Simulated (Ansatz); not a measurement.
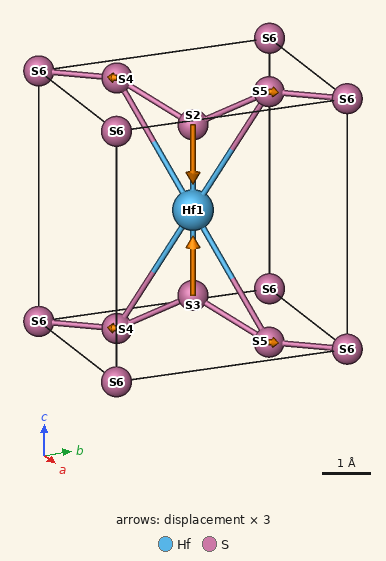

A relaxation of a crystal of HfS5 (a generated structure, set up in Cmmm) (coarse preliminary run). The starting structure is drawn; orange arrows show the displacements (the part carried along by the change of the cell is left out), magnified 3 times.

The picture is a ball-and-stick view of the cell of the calculation, seen slightly off an axis.

Theory: DFT PBE, scalar-relativistic, plane waves, PAW (Ansatz).

Input file:
```yaml
crystal:
  lattice:
    - [3.46834587, -4.47395358, 0.0]
    - [3.46834587, 4.47395358, 0.0]
    - [0.0, 0.0, 5.40834113]
  atoms:
    - { symbol: Hf, position: [0.5, 0.5, 0.5] }
    - { symbol: S, position: [0.5, 0.5, 0.84064685] }
    - { symbol: S, position: [0.5, 0.5, 0.15935315] }
    - { symbol: S, position: [0.25338197, 0.25338197, 0.0] }
    - { symbol: S, position: [0.74661803, 0.74661803, 0.0] }
    - { symbol: S, position: [0.0, 0.0, 0.0] }
basis:
  ecutwfc: 420
kpoints:
  mp_grid: { grid: [4, 4, 4] }
hamiltonian:
  xc: pbe
scf:
  occupations: { method: gaussian, width: 0.1 }
  lower_state_search: "off"
output:
  forces: true
  stress: true
  eigenvalues: true
relax:
  adjacent_minimum: "off"
  f_tol: 0.04
  max_steps: 70
  cell: { stress_tol: 0.4 }
```

Launched with:
```bash
ansatz run input.yaml --threads 1 --pin off --max-ram 2560MiB --backend cpu --events-out ev --progress --plain --runs-dir out
```

What did the optimiser do to the structure, and how much energy did it gain?

Answer. The largest moves relative to the cell, 0.44 Å, are those of S2 and S3. S3 goes along +c. Hf stays in place. The volume changes by +27.6 %, with a = b 5.661 → 5.200 Å (−8.1 %), c 5.408 → 8.109 Å (+49.9 %), γ 104.4° → 77.6°. Some distances before and after: Hf1–S2 3.566 → 5.782 Å, S2–S3 1.724 → 3.455 Å, Hf1–S4 3.200 → 4.555 Å, S2–S4 1.916 → 2.700 Å. Bonds break, among them: Hf1–S4 (3.20 → 4.55 Å), Hf1–S5 (3.20 → 4.55 Å), S2–S3 (1.72 → 3.46 Å), S2–S4 (1.92 → 2.70 Å). The space group stays Cmmm (No. 65). After 16 accepted moves (18 points after the start) the energy has fallen by 3256 meV per atom. Largest force component: 1.2 eV/Å at the start, 0.024 eV/Å at the end. Pressure: 57.27 GPa at the start and 0.13 GPa at the end. The SCF was repeated twice at an unchanged geometry on a basis and grid sized afresh for the cell, which shifted the energy by 77.5 meV per atom at most. The run took 6.1 min on 1 thread of Intel(R) Xeon(R) Processor @ 2.50GHz (Skylake/Cascade Lake), on a shared host, peak memory 0.52 GiB.

Limits of the set-up: layers or molecules are held without a dispersion correction, so their spacing is unreliable.
